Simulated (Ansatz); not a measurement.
# H$_{23}$NO$_{10}$: molecular dynamics (part 5 of 5)

The same run, continued: H$_{23}$NO$_{10}$ (disordered cell, 34 atoms in the cell); DFT r2SCAN-D3(BJ), scalar-relativistic, plane waves, PAW, no spin polarisation (Ansatz 0.2.0); cutoff 500 eV, 1×1×1 k-mesh, Fermi–Dirac smearing of 0.02 eV. It belongs to a series of runs on one base structure; here: dynamics from the start.

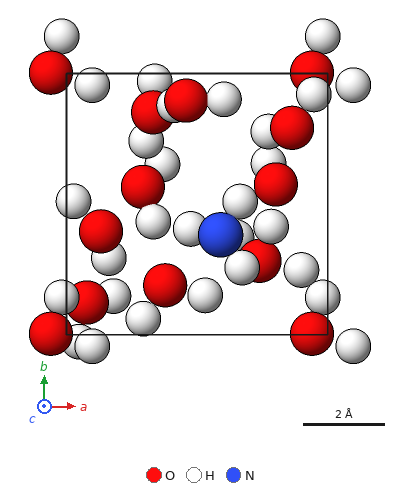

Figure 1. The geometry at step 64 of the log (spheres-only view of the cell of the calculation, along the c axis).

### Remarks

Notes on the run: the dispersion correction has no parameters fitted for this combination and takes those fitted for r2SCAN with other terms. The input asks for low accuracy. The k-point mesh is coarse for a cell of this size, so the results may not be converged. So short a trajectory is not equilibrated. The logged temperature at the start can lie below the typed one, since it is counted over all degrees of freedom.
